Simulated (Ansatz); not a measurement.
# Phonons of Sb2Au (Fm-3m) against volume

Aim: how the phonons of Sb2Au (Fm-3m) shift with volume, and the thermal expansion that follows.

Program: Ansatz 0.2.0. Level of theory: DFT PBEsol, scalar-relativistic, plane waves, PAW; PAW set soft_1. Results are calculated unless marked as measured.

## Step 1: Set-up

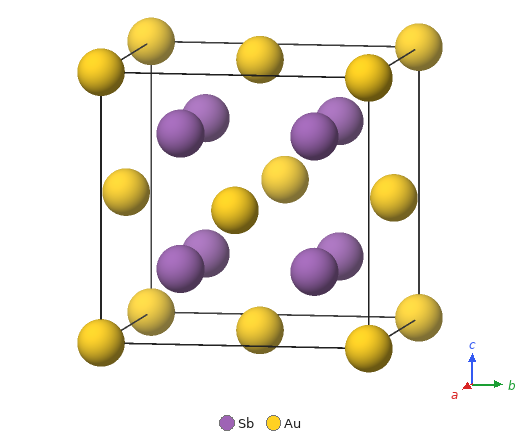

The starting structure, seen slightly off an axis (antimony purple, gold yellow). This picture shows the conventional cell, with its axes. Some periodic images of atoms are drawn too.

## Step 2: Response at finite wavevector

The cell comes from relaxations at this level that are not shown. Stability and thermal properties need the whole zone. Linear response on a 4×4×4 q mesh gives force constants as far as a supercell of that size would.

File input.yaml:

```yaml
crystal:
  lattice:
    - [0.0, 3.3871785425, 3.3871785425]
    - [3.3871785425, 0.0, 3.3871785425]
    - [3.3871785425, 3.3871785425, 0.0]
  atoms:
    - { symbol: Sb, position: [0.25, 0.25, 0.25] }
    - { symbol: Sb, position: [0.75, 0.75, 0.75] }
    - { symbol: Au, position: [0.0, 0.0, 0.0] }
kpoints:
  mp_grid: { grid: [12, 12, 12] }
hamiltonian:
  xc: pbesol
  pseudopotentials: { kind: paw, azcp: { folder: soft_1 }, xc_functional: pbe }
scf:
  occupations: { method: methfessel_paxton, width: 0.2 }
output:
  eigenvalues: true
phonons:
  method: dfpt
  qmesh: [4, 4, 4]
  temperatures: { t_max: 1000, t_step: 50 }
  qpath:
    path:
      - [[0.0, 0.0, 0.0], [0.5, 0.0, 0.5], [0.625, 0.25, 0.625]]
      - [[0.375, 0.375, 0.75], [0.0, 0.0, 0.0], [0.5, 0.5, 0.5], [0.5, 0.25, 0.75], [0.5, 0.0, 0.5]]
    npoints: 10
```

The run is started by

```
ansatz run input.yaml --threads 4 --pin off --max-ram 10240MiB --backend cpu --events-out ev --progress --plain --runs-dir out
```

Numbers of over 12 decimals in the logs are rounded to 6 here.

Log:

```text
Engine: ansatz 0.2.0, aarch64-unknown-linux-gnu
Pseudopotentials: kind: paw
Pseudopotential: Sb, paw, valence charge 15, recommended cutoff 420 eV (normal), soft_1/Sb.paw.azcp
Pseudopotential: Au, paw, valence charge 19, recommended cutoff 420 eV (normal), soft_1/Au.paw.azcp
Functional definition: PBEsol
  exchange = pbesol_x
  correlation = pbesol_c
Crystal: 3 atoms, lattice volume = 77.722 Å³
Basis set: ecut = 420 eV, 1471 PW (Γ), exchange–correlation on 72×72×72 points (8 copies of the dense FFT grid, shifted against one another)
Bands: 30, of which v1, the nominal top of the filled ones, is band 25 counted from 1 (24 counted from 0)
Symmetry: 48 space group operations
k-points: 72 of 1728
Non-local potential: Sb, projectors of the file, l = 0: 2, l = 1: 2, l = 2: 2, l = 3: 1
Non-local potential: Au, projectors of the file, l = 0: 3, l = 1: 2, l = 2: 2, l = 3: 1
PAW form: soft (Blöchl's): semilocal exchange-correlation on the pseudo side does not see the compensation charge
PAW frozen core: Sb, regenerated for the run's functional, and the local potential with it (the file was generated under x = pbe(κ = 0.804, μ = 0.219515), c = pbe(β = 0.066725))
PAW frozen core: Au, regenerated for the run's functional, and the local potential with it (the file was generated under x = pbe(κ = 0.804, μ = 0.219515), c = pbe(β = 0.066725))
PAW one-centre angular grid: Sb, 590 points (default); XC on 64 Gauss nodes
PAW one-centre angular grid: Au, 590 points (default); XC on 64 Gauss nodes
Initial density: superposition of atomic densities (chi_scale 0.1, normalization cell, long waves kept (reshape's long-wave potential 0.00 eV rms))
Initial wavefunctions: pseudopotential atomic-orbital guess
Functional: x = pbesol(κ = 0.804, μ = 0.123457), c = pbesol(β = 0.046)
SCF iter   1: F=—  HF=-25828.740107 eV  |F-HF|=—  |Δ(HF+E_count)|=         —  Δρ=1.27e-1  dr2=2.20e1  ethr=3.10e-3  ⟨swp⟩=6.4  Hψ=9123  notcnv=0
preconditioner: auto → Kerker (q_TF=auto, 2.526 Å⁻¹)  [metal: Δε(μ)=0.047 eV  Ē_g=7.746 eV  σ=0.200 eV  W_gap=0.20  n_scr=14 (ndim 8)  ℏωp=19.3 eV  f_vac=0.035  D(μ)=1.10/eV (n_scr^D=0)]
SCF iter   2: F=—  HF=-25824.976156 eV  |F-HF|=—  |Δ(HF+E_count)|=    3.76e0  S|Δr|=    0.00e0  Δρ=2.00e-2  dr2=1.82e-1  ethr=3.10e-3  ⟨swp⟩=3.0  Hψ=5218  notcnv=0  defer=37
preconditioner: auto → LDOS  [metal: Δε(μ)=0.008 eV  Ē_g=8.551 eV  σ=0.200 eV  W_gap=0.03  n_scr=14 (ndim 8)  ℏωp=19.3 eV  f_vac=0.042  D(μ)=1.27/eV (n_scr^D=8)  β→1.0]
SCF iter   3: F=—  HF=-25824.977349 eV  |F-HF|=—  |Δ(HF+E_count)|=   1.19e-3  S|Δr|=    0.00e0  Δρ=2.82e-3  dr2=6.20e-3  ethr=3.72e-4  ⟨swp⟩=2.0  Hψ=4759  notcnv=0  defer=40
SCF iter   4: F=—  HF=-25824.985442 eV  |F-HF|=—  |Δ(HF+E_count)|=   8.09e-3  S|Δr|=    0.00e0  Δρ=2.02e-3  dr2=2.20e-3  ethr=1.27e-5  ⟨swp⟩=2.0  Hψ=3879  notcnv=0  defer=40
SCF iter   5: F=—  HF=-25824.985670 eV  |F-HF|=—  |Δ(HF+E_count)|=   2.28e-4  S|Δr|=    0.00e0  Δρ=6.57e-4  dr2=3.36e-4  ethr=4.48e-6  ⟨swp⟩=2.0  Hψ=3598  notcnv=0  defer=40
SCF iter   6: F=—  HF=-25824.985638 eV  |F-HF|=—  |Δ(HF+E_count)|=   3.19e-5  S|Δr|=    0.00e0  Δρ=1.43e-4  dr2=2.78e-5  ethr=6.87e-7  ⟨swp⟩=2.0  Hψ=3646  notcnv=0  defer=40
SCF iter   7: F=—  HF=-25824.985627 eV  |F-HF|=—  |Δ(HF+E_count)|=   1.16e-5  S|Δr|=    0.00e0  Δρ=2.30e-5  dr2=9.00e-7  ethr=5.67e-8  ⟨swp⟩=2.0  Hψ=2609  notcnv=0  defer=40
SCF iter   8: F=—  HF=-25824.985627 eV  |F-HF|=—  |Δ(HF+E_count)|=   6.41e-7  S|Δr|=    0.00e0  Δρ=1.94e-6  dr2=5.20e-9  ethr=1.84e-9  ⟨swp⟩=2.0  Hψ=2846  notcnv=0  defer=40
SCF iter   9: F=—  HF=-25824.985627 eV  |F-HF|=—  |Δ(HF+E_count)|=  3.35e-10  S|Δr|=    0.00e0  Δρ=6.90e-7  dr2=8.33e-10  ethr=1.06e-11  ⟨swp⟩=2.0  Hψ=2896  notcnv=0  defer=40
SCF iter  10: F=-25824.985627 eV  HF=-25824.985627 eV  |F-HF|=7.28e-12  |Δ(HF+E_count)|=  2.07e-10  S|Δr|=    0.00e0  Δρ=5.57e-8  dr2=3.88e-12  ethr=1.00e-12  ⟨swp⟩=8.4  Hψ=12104  notcnv=0
the search or the solves at the SCF's close seem to have found levels that the self-consistency loop had missed (the run counts 1). By its estimate they hold under 1e-12 electrons; where the run keeps them, the occupations were computed again with them
SCF 1 converged in 10 iterations: F = -25824.985627 eV  dr2 = 3.88e-12
  greatest PAW one-centre occupation: 1.000 electrons in one spin orbital (limit 2), on the Au atom at site 2 (counted from 0), in its partial waves of l = 0
phonons: the bands overlap, so this run is a metal and interpolates without the dipole-dipole term. If the crystal is really an insulator or semiconductor, its LO-TO splitting is missing
NSCF: frozen V_eff on 72 k-points
WARN: eigensolver did not converge (k=36): 1 band(s) unlocked after 20 sweeps at ethr=1.96e-12 eV (storage-precision floor; scheduled 1.00e-12 eV) (lowest unlocked band 29, counted from 0; max residual 3.35e-6 eV among the unlocked bands, 3.35e-6 eV over every band; other slots of this pass that fall short are told together in one closing line; warning suppressed until the next SCF loop or pass starts)
WARN: eigensolver did not converge in 4 slots of this pass, the one above among them; of largest residual over every band (k=66): 1 band(s) unlocked (lowest unlocked band 29, counted from 0; max residual 4.03e-5 eV among the unlocked bands, 4.03e-5 eV over every band); of lowest unlocked band (k=36): band 29
NSCF: frozen V_eff on 163 k-points
DFPT response loops at q = (0, 0, 0) (fractional): preconditioner auto → Kerker (q_TF=auto, 2.526 Å⁻¹) (partly filled bands, converged f_vac=0.047); β = 1.00, the filter's whole step (`scf.mixing.beta` (0.50) is not read by the response loops under this deck's `scf.mixing.preconditioner`; to damp them name `kerker` or `kerker_dos`, under which they read `scf.mixing.beta`, and type it under 1.00, their step now; both keys bind the ground state too); Broyden in place of MSR1
NSCF: frozen V_eff on 1872 k-points
DFPT response loops at q = (0, 0, 0.25) (fractional): mixed as the last ones told, above
NSCF: frozen V_eff on 952 k-points
DFPT response loops at q = (0, 0, -0.5) (fractional): mixed as the last ones told, above
NSCF: frozen V_eff on 1020 k-points
DFPT response loops at q = (0, 0.25, 0.25) (fractional): mixed as the last ones told, above
NSCF: frozen V_eff on 3456 k-points
DFPT response loops at q = (0, 0.25, -0.5) (fractional): mixed as the last ones told, above
phonons.qmesh, q = [0.0000, 0.2500, -0.5000]: its response loops start from zero, take more passes and end by a threshold: the memory limit or budget leaves too little room for the subspace of the ground state's own states beside the solves, or none could be made (phonons.method)
NSCF: frozen V_eff on 1872 k-points
DFPT response loops at q = (0, 0.25, -0.25) (fractional): mixed as the last ones told, above
NSCF: frozen V_eff on 560 k-points
DFPT response loops at q = (0, -0.5, -0.5) (fractional): mixed as the last ones told, above
NSCF: frozen V_eff on 1020 k-points
DFPT response loops at q = (0.25, -0.5, -0.25) (fractional): mixed as the last ones told, above
SCF converged after 10 iterations
Stability not checked: this state was not tested for a lower state beside it, because cold or Methfessel-Paxton smearing, or corrected tetrahedra, fill the levels in a way that the test cannot read (fill_not_monotonic; see scf.lower_state_search)
Free energy (F): -25824.985627 eV
Harris-Foulkes:  -25824.985627 eV  (|F-HF|=7.28e-12)
Internal energy: -25824.984669 eV  (E = F + TS)
E sigma→0 (E₀):  -25824.985388 eV
Entropy (-TS):   -0.000958 eV (-0.319 meV/atom)
Fermi energy:    12.705036 eV
--- Per-component energies (eV) ---
  E_band       = -642.091747
  E_kinetic    = 902.532427
  E_local      = -5586.965206  (includes V_loc(G=0)·N_el)
  E_nonlocal   = 880.757762
  E_hartree    = 2355.558969
  E_xc         = -412.034403
  E_vxc        = -444.363483  (∫ρ·V_xc dr)
  E_paw        = -18521.153435  (= ΣΔE_a)
  E_vpaw       = -1105.173218  (= ΣTr[D̂ρ^β])
  E_aug_tail   = 0.001918  (compensation charges beyond the density's cutoff)
  E_ewald      = -5444.655937
  E_core_change = 0.973237  (= ΣΔE_core)
  E_smearing   = -0.000958  (= −TS)
  E_closure    = 0.000000  (closes the sum)
  Σ components = -25824.985627   (vs F -25824.985627, Δ=0.00e0)
--- Band table (eV; the first three rows and the last of 72) ---
  k-point 0: bands = [... 21 lower, 12.4204, 12.4204, 12.4204, 13.2748, 13.2748, 13.2748, 13.9868, 15.3818, ... 1 higher]
  k-point 1: bands = [... 21 lower, 11.6782, 12.2214, 12.2214, 12.9705, 13.3016, 13.3016, 14.6644, 15.5424, ... 1 higher]
  k-point 2: bands = [... 21 lower, 10.5279, 11.8009, 11.8009, 12.6701, 13.2647, 13.2647, 14.9414, 16.0096, ... 1 higher]
  k-point 71: bands = [... 21 lower, 7.7681, 8.8845, 12.0479, 12.0479, 14.7459, 15.7868, 16.5082, 16.8364, ... 1 higher]
--- Phonons (Γ-DFPT): 2 representative perturbations + reference (Σ response iterations 6) ---
  ASR residual: 1.297e-4 → 0.000e0 eV/Å²; symmetrization residual: 1.718e-5 eV/Å²
  ASR residual per site (eV/Å²): 5.12e-5 5.12e-5 1.30e-4
  Γ frequencies (cm⁻¹): 0.00 0.00 0.00 85.28 85.28 85.28 106.19 106.19 106.19
--- Phonons (arbitrary-q DFPT): 8 irreducible q on the 4×4×4 mesh ---
  q = [0.0000, 0.0000, 0.0000] (star 1, of the zone-centre solve; hermiticity 1.06e-5, symmetrization 1.30e-11): -0.00 0.00 0.00 85.28 85.28 85.28 106.19 106.19 106.19
  q = [0.0000, 0.0000, 0.2500] (star 8, 2 solved perturbations on 936 of 1728 k-point pairs; hermiticity 1.00e-5, symmetrization 3.19e-12): 22.85 22.85 52.66 83.46 87.09 87.09 99.42 99.42 116.19
  q = [0.0000, 0.0000, -0.5000] (star 4, 2 solved perturbations on 476 of 1728 k-point pairs; hermiticity 8.59e-6, symmetrization 5.25e-12): 38.39 38.39 49.28 83.79 83.79 106.30 106.30 107.11 112.75
  q = [0.0000, 0.2500, 0.2500] (star 6, 4 solved perturbations in 1608 linear systems a pass and spin channel, the states on 510 of 1728 k-point pairs; hermiticity 2.08e-5, symmetrization 6.91e-13): 18.53 18.53 61.71 73.44 73.44 95.32 102.92 102.92 107.13
  q = [0.0000, 0.2500, -0.5000] (star 24, 4 solved perturbations in 5328 linear systems a pass and spin channel, the states on 1728 of 1728 k-point pairs; hermiticity 4.61e-5, symmetrization 1.36e-12): 37.08 40.55 49.65 73.30 78.04 91.15 111.22 115.60 118.52
  q = [0.0000, 0.2500, -0.2500] (star 12, 4 solved perturbations in 2892 linear systems a pass and spin channel, the states on 936 of 1728 k-point pairs; hermiticity 1.47e-5, symmetrization 2.77e-12): 28.49 34.20 55.34 70.78 87.84 98.89 105.63 110.92 119.06
  q = [0.0000, -0.5000, -0.5000] (star 3, 4 solved perturbations in 886 linear systems a pass and spin channel, the states on 280 of 1728 k-point pairs; hermiticity 1.91e-5, symmetrization 2.79e-12): 48.52 48.52 58.72 58.72 67.54 70.87 111.20 111.20 138.49
  q = [0.2500, -0.5000, -0.2500] (star 6, 4 solved perturbations in 1544 linear systems a pass and spin channel, the states on 510 of 1728 k-point pairs; hermiticity 1.39e-5, symmetrization 1.66e-12): 44.64 44.64 45.00 66.09 69.49 104.45 104.45 120.60 128.83
  sum rule: each row above includes the acoustic sum rule's correction from the zone centre's row sums; it moved no ω² by more than (0.42 cm⁻¹)²
  mesh force constants: q→R imaginary residual 4.90e-18; ASR residual 1.297e-4 → 0.000e0 eV/Å²; symmetrization residual 3.997e-15 eV/Å²
  interpolated dispersion: 62 rows × 9 modes
  density of states and harmonic sums: on the 16×16×16 q-mesh, interpolated from the force constants of a 4×4×4 supercell (no non-analytic term)
  largest difference from the sums on the solved wave vectors: F 1.65e-2 eV, S 2.04e-5 and C_V 3.98e-6 eV/K
  zero-point energy: 0.043598 eV/cell   skipped modes (ω ≤ 0): 3   left out of the sums: 8.14e-5 of the cell's modes: C_V's classical limit lies that fraction below 3 k_B per atom; for a crystal, a wire or a layer, F and S can be off by more, and a phonons.interpolated_qmesh denser along its periods is the remedy for the sampling
```

The job ended after 25 min (4 threads of Arm Neoverse V2, shared host; peak memory 6.9 GiB; 1.7 h of CPU time).

The column dr2 measures how far the density is from self-consistency, as an energy; F and HF (Harris–Foulkes) agree once it is small.

This step gave:

```
volume per atom                                         : 25.91 Å³
gap on the k-mesh                                       : 0 eV
sum-rule residual before enforcement                    : 1.30e-4 eV/Å²
lowest frequency on the path                            : 0 cm⁻¹
point group                                             : m-3m
highest frequency on the path or at a solved wavevector : 138.5 cm⁻¹
mean frequency                                          : 78.1 cm⁻¹
Debye temperature (second moment)                       : 156 K
logarithmic mean frequency                              : 70.2 cm⁻¹
highest optical mode at the zone centre (no LO-TO term) : 106.2 cm⁻¹
lowest optical zone-centre mode                         : 85.28 cm⁻¹
lowest mode on the q mesh (acoustic modes at Γ apart)   : 18.53 cm⁻¹
zero-point energy per atom                              : 14.53 meV
heat capacity at 300 K                                  : 24.61 J/(mol atoms K)
vibrational entropy at 300 K                            : 52.27 J/(mol atoms K)
```

Frequencies (cm⁻¹) solved at each irreducible wavevector; negative means imaginary. Frequencies by wavevector, by row:

| q in reciprocal lattice units | star | mode 1 | mode 2 | mode 3 | mode 4 | mode 5 | mode 6 | mode 7 | mode 8 | mode 9 |
| --- | --- | --- | --- | --- | --- | --- | --- | --- | --- | --- |
| 0 0 0 | 1 | 0 | 0 | 0 | 85.3 | 85.3 | 85.3 | 106.2 | 106.2 | 106.2 |
| 0 0 0.25 | 8 | 22.9 | 22.9 | 52.7 | 83.5 | 87.1 | 87.1 | 99.4 | 99.4 | 116.2 |
| 0 0 -0.5 | 4 | 38.4 | 38.4 | 49.3 | 83.8 | 83.8 | 106.3 | 106.3 | 107.1 | 112.8 |
| 0 0.25 0.25 | 6 | 18.5 | 18.5 | 61.7 | 73.4 | 73.4 | 95.3 | 102.9 | 102.9 | 107.1 |
| 0 0.25 -0.5 | 24 | 37.1 | 40.5 | 49.6 | 73.3 | 78 | 91.2 | 111.2 | 115.6 | 118.5 |
| 0 0.25 -0.25 | 12 | 28.5 | 34.2 | 55.3 | 70.8 | 87.8 | 98.9 | 105.6 | 110.9 | 119.1 |
| 0 -0.5 -0.5 | 3 | 48.5 | 48.5 | 58.7 | 58.7 | 67.5 | 70.9 | 111.2 | 111.2 | 138.5 |
| 0.25 -0.5 -0.25 | 6 | 44.6 | 44.6 | 45 | 66.1 | 69.5 | 104.5 | 104.5 | 120.6 | 128.8 |

Symmetry leaves 8 wavevectors to solve. The lowest mode among them, the acoustic zeros apart, lies at q = (0, 0.25, 0.25) and is real, 18.5 cm⁻¹.

## Step 3: Relaxing at another volume, volume ratio 0.97

The volume is scaled by 0.97 and held; symmetry leaves nothing to relax, so this is a single point. The modes can then be followed against volume.

input.yaml, the sections that differ from step 2:

```yaml
crystal:
  lattice:
    - [0.0, 3.3529622784, 3.3529622784]
    - [3.3529622784, 0.0, 3.3529622784]
    - [3.3529622784, 3.3529622784, 0.0]
  atoms:
    - { symbol: Sb, position: [0.25, 0.25, 0.25] }
    - { symbol: Sb, position: [0.75, 0.75, 0.75] }
    - { symbol: Au, position: [0.0, 0.0, 0.0] }
output:
  forces: true
  stress: true
  eigenvalues: true
# kpoints, hamiltonian, scf: as in step 2
# phonons: removed
```

Log:

```text
[...]
Crystal: 3 atoms, lattice volume = 75.390 Å³
Basis set: ecut = 420 eV, 1459 PW (Γ), exchange–correlation on 64×64×64 points (8 copies of the dense FFT grid, shifted against one another)
Bands: 30, of which v1, the nominal top of the filled ones, is band 25 counted from 1 (24 counted from 0)
Symmetry: 48 space group operations
[...]
k-points: 72 of 1728
[...]
k-point 0: bands = [... 21 lower, 12.9990, 12.9990, 12.9990, 13.8302, 13.8302, 13.8302, 14.7091, 15.8902, ... 1 higher]
  k-point 1: bands = [... 21 lower, 12.2157, 12.7804, 12.7804, 13.5918, 13.8698, 13.8698, 15.2913, 16.0560, ... 1 higher]
  k-point 2: bands = [... 21 lower, 11.0355, 12.3312, 12.3312, 13.2864, 13.8423, 13.8423, 15.5166, 16.5392, ... 1 higher]
  k-point 71: bands = [... 21 lower, 8.1775, 9.3269, 12.6318, 12.6318, 15.3450, 16.4631, 17.0241, 17.5896, ... 1 higher]
[key lines of the parts left out:]
SCF converged after 8 iterations
Free energy (F): -25824.966331 eV
Fermi energy:    13.295190 eV
P = ⅓ Tr σ = 2.7315 GPa (27.315 kbar)
```

Elapsed: 2.7 s, on 4 threads; peak memory 0.43 GiB.

Numbers from this step:

```
pressure        : 2.731 GPa
volume per atom : 25.13 Å³
```

The run ends at a pressure of 2.73 GPa.

(Continued in part 2 of 2.)

[Logs are printed without paths, hosts, clocks, repeated set-up lines and the standing remarks that a program may print on its own settings, such as how far it seeks lower states.]

[Hosts, paths, dates, database ids (printed as entryN), source tags and the programs' standing remarks are cut or masked in the printed files.]
